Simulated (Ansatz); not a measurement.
The starting structures come from a database of crystals and need not be the phases stable at ambient conditions.

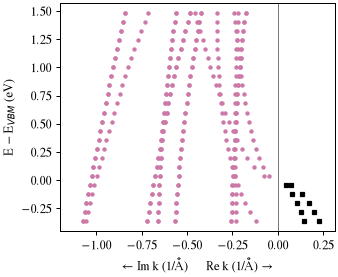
Complex bands at the centre of the two-dimensional zone; r2SCAN (Ansatz, a quantum-chemistry and plane-wave program)

The gap is the functional's own. No spin-orbit coupling. Mid-gap values are those at the computed energy nearest the middle.

Q: This is BP (P6_3mc, wurtzite, 4 atoms a cell, 11.6 Å³ an atom) along the normal of (111). Read off the slowest decay at the centre of the two-dimensional zone at 0.60 eV, the computed energy nearest the middle of the gap.

A: κ ≈ 0.17 1/Å, a decay length 1/(2κ) of the density of 3.0 Å.
